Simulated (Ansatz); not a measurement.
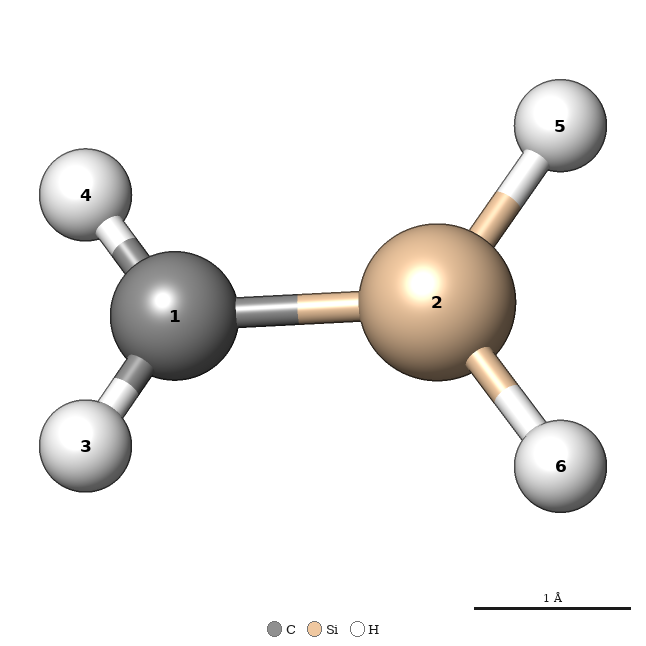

Orthographic view with a scale bar. Computed geometry: PBE0-D4/def2-TZVP optimisation. No frequency run is at hand to confirm it as a minimum.

Write Cartesian coordinates in Å in the frame of the picture: x to the right, y up, z towards the viewer, origin at the mean of the atomic positions.

```xyz
6
CH4Si
C   -0.92  -0.05  -0.09
Si   0.77   0.04   0.07
H   -1.49  -0.88   0.29
H   -1.49   0.73  -0.58
H    1.56   1.18  -0.44
H    1.56  -1.02   0.74
```
